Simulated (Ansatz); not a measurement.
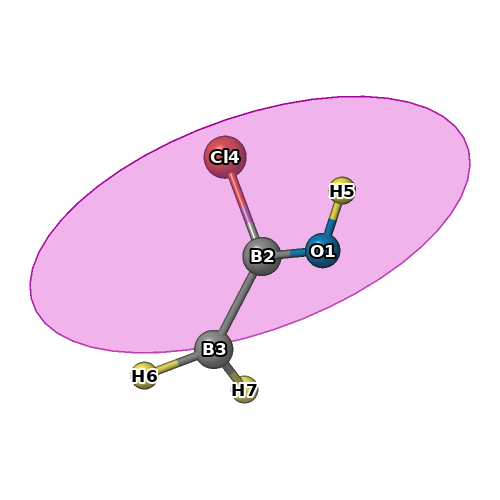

A disc through the centre of mass is drawn in. Atoms fade into the background with distance from the viewer. The geometry was computed by an optimisation with PBE0-D4/def2-TZVP. No frequency run is at hand to confirm it as a minimum.

Q: Is the plane of the disc a mirror plane of the structure?

A: No. The point group is Cs, with 1 mirror plane, and this plane isn't one of its mirror planes.
